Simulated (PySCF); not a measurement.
Consider C$_{4}$H$_{9}$NO (SMILES C=C(CN)OC).

```xyz
15

C    -0.3559    1.1604    1.1125
C     0.0704    0.1371    0.3856
C     1.5246   -0.2350    0.2400
N     1.9520    0.0069   -1.1327
O    -0.7067   -0.7255   -0.3340
C    -2.0911   -0.4863   -0.3733
H     0.3490    1.7797    1.6328
H    -1.3922    1.4237    1.2183
H     2.1301    0.3881    0.9014
H     1.6377   -1.2894    0.5485
H     1.3400   -0.4983   -1.7656
H     2.8966   -0.3361   -1.2706
H    -2.5103   -1.2485   -1.0287
H    -2.5382   -0.5754    0.6221
H    -2.3103    0.5066   -0.7783
```

Geometry: GFN2-xTB.

Theory: PBE0/pcSseg-1, SCF density, gas phase, non-relativistic in PySCF 2.14.0.

What can the converged electron density and electron localisation function tell about the bonding?

C–C (1.33 Å): the density is about 2.3 e/Å³ at the midpoint; the ELF peaks at about 0.90 between the atoms: a short, multiple covalent bond.
C–O (1.37 Å): ρ is about 2.3 e/Å³ halfway, with its minimum of 1.9 e/Å³ about 0.5 Å from C; the ELF peaks at about 0.90 between the atoms, as expected for a shared but strongly polarised pair.
C–C (1.51 Å): ρ is about 1.7 e/Å³ halfway; the ELF peaks at about 0.95 between the atoms (a shared electron pair).
C–H (1.07 Å): the density is about 2 e/Å³ at the midpoint; the ELF climbs to about 1 towards the hydrogen, as it does in any bond to H (an ordinary covalent bond to hydrogen).

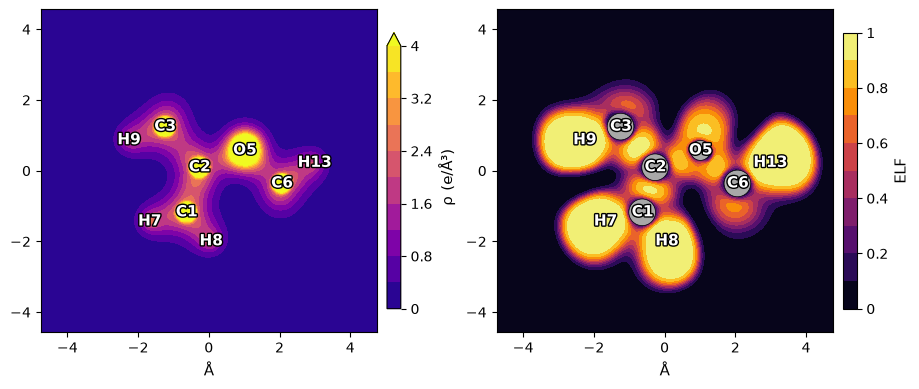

Computed electron density and electron localisation function on the plane of atoms C2, C1 and H7, in this order. Grey discs cover the atomic cores in the ELF map. 
